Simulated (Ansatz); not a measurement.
**SnO2: carrier doping**

Base system: SnO2 in the rutile structure (space group P4_2/mnm, No. 136; a = 4.828 Å, c = 3.238 Å).

Carriers are added at fixed cell with a uniform background; the Fermi–Dirac width is that of 300 K.

All numbers come from DFT with PBE, PAW potentials and a 420 eV plane-wave cutoff in Ansatz (an electronic-structure program), without spin-orbit coupling.

Notes on the quantities. Fermi level from band edge: Fermi level relative to the doped band's edge (positive inside the band; to 0.05 eV).

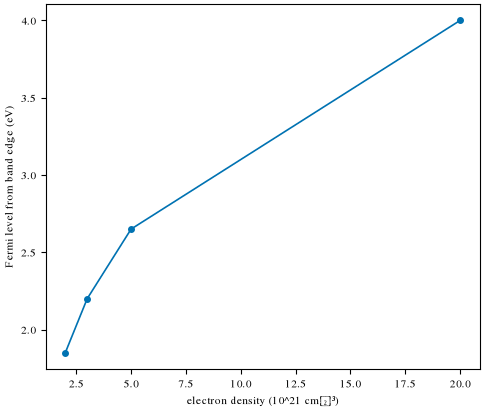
Fermi level from band edge against electron density

**Question.** From the plot, what is the Fermi level from band edge for electrons 3.0×10^21 cm⁻³?

**Answer.** About 2.2 eV.

**Question.** Is the trend monotonic over the range shown?

**Answer.** Yes, it rises throughout, spanning +1.85 eV to +4.00 eV.

Charged cell with a jellium background: band edges are those of the host's band count, energies are not comparable with the neutral cell, and many-body gap narrowing is missing. Whether these cells are dynamically stable was not tested.
